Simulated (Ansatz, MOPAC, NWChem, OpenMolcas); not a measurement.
A ladder of methods for GeSiH3ClO (SMILES [SiH3][O][Ge][Cl])

The runs start from one conformer, not always the lowest.

GeSiH3ClO, singlet, SMILES `[SiH3][O][Ge][Cl]`. Each level relaxes the structure for itself.

Quantity: the zero-point energy at each level's own minimum, in kJ/mol. The values are calculated.

```tsv
level	kind	program	value (kJ/mol)
AM1	semi-empirical	MOPAC	76.7
PM6	semi-empirical	MOPAC	73.4
PM6-D3	semi-empirical	MOPAC	73.6
PM7-	semi-empirical	MOPAC	79.2
HF/3-21G	Hartree–Fock	OpenMolcas	85.4
HF/6-31G* (Cartesian functions)	Hartree–Fock	OpenMolcas	86.3
B3LYP-D3(BJ)/6-31G* (spherical functions)	global hybrid	NWChem	80.6
B3LYP-D3(BJ)/6-31G*/LANL2DZ (core potential, spherical functions)	global hybrid	NWChem	80.5
PBE0-D4/def2-TZVP	global hybrid	Ansatz	80.3
```

All-electron rows without a relativistic Hamiltonian named are non-relativistic, while core potentials hold scalar relativity, so basis and relativity change together. Harmonic and unscaled. The values span 73.4 to 86.3 kJ/mol.

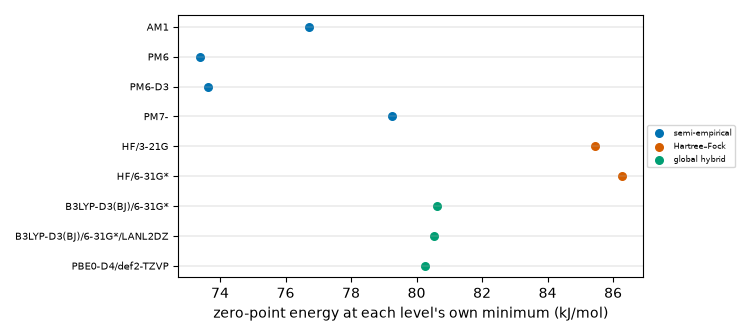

The values of the table, level by level.
